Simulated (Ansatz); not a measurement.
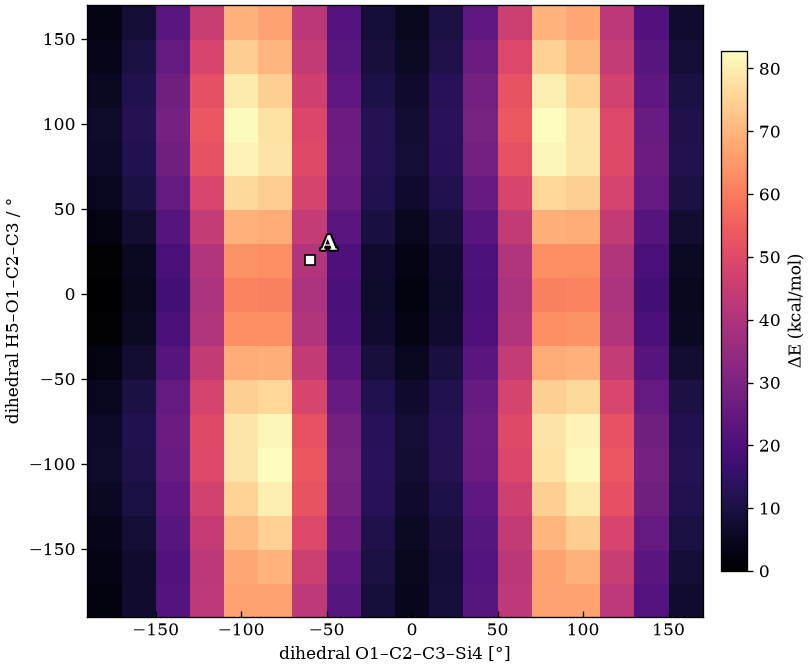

C2H6OSi, SMILES OC=C[SiH3]. The first coordinate is: dihedral O1–C2–C3–Si4; the second: dihedral H5–O1–C2–C3. Nothing is relaxed (all other coordinates rigid). The grid has 18 × 18 points. Energies: kcal/mol, counted from the lowest grid point. Energies and slopes of some neighbouring points disagree (a jump in structure or state, or too coarse a mesh). The dihedral twists a double bond; near 90° a spin-restricted reference is unreliable. All numbers below come from RHF/def2-TZVP (Ansatz 0.2.0).

The picture shows one coloured cell a grid point, the point A.

Which way does the force act at A, and how strong is it?

A, at dihedral O1–C2–C3–Si4 = −60°, dihedral H5–O1–C2–C3 = 20°, is not a stationary point. The computed force is 1.1 kcal/mol for each degree towards larger values of dihedral O1–C2–C3–Si4 and 0.14 kcal/mol for each degree towards smaller values of dihedral H5–O1–C2–C3.
